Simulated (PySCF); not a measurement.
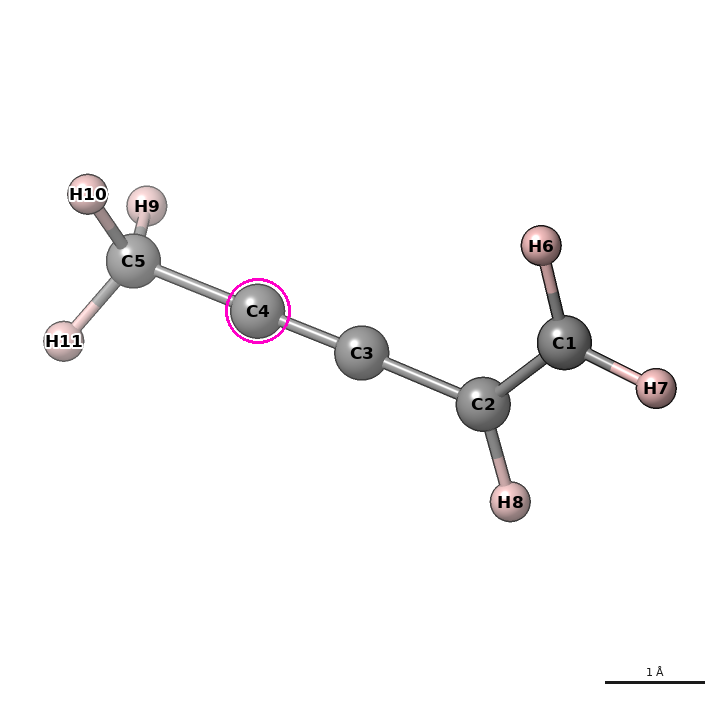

Orthographic view. Depth is shown by fading: the farther an atom, the more it takes the colour of the background. Computed geometry: PBE0-D3(BJ)/def2-SVP optimisation. No frequency run is at hand to confirm it as a minimum.

> Which atoms are bonded to the circled atom?

The circled atom is C4; it is bonded to C3, C5.

> Which atom is farthest from the viewer?

H9, 1.9 Å behind the mean position.

> What is the shortest path along bonds from the circled atom to H6?

C4–C3–C2–C1–H6, 4 bonds; through space the two are 3.65 Å apart.

> Of C5 and H10, which is nearer the viewer?

H10; the bond to C5 points away from the viewer, so it looks shorter than its 1.10 Å.
